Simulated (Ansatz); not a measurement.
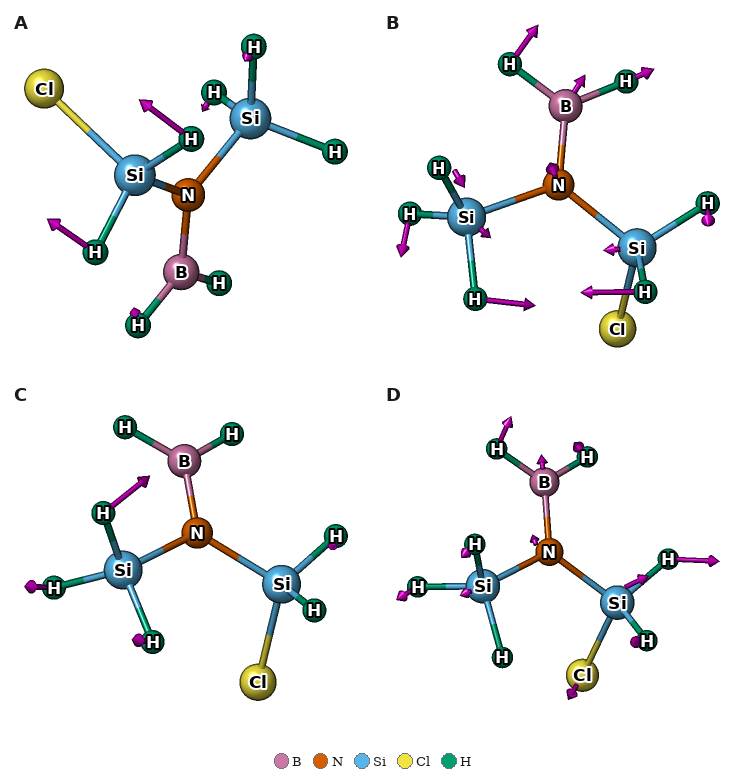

4 normal modes of one molecule or complex, as arrows. Harmonic vibrations computed with RKS PBE0-D4/def2-TZVP (Ansatz 0.2.0) at a stationary point of the same level.

> Match the panels to the wavenumbers 196 cm⁻¹, 529 cm⁻¹, 706 cm⁻¹, 884 cm⁻¹.

A: 884 cm⁻¹, angle bending
B: 196 cm⁻¹
C: 706 cm⁻¹, H–Si–N bending
D: 529 cm⁻¹, Cl–Si stretching
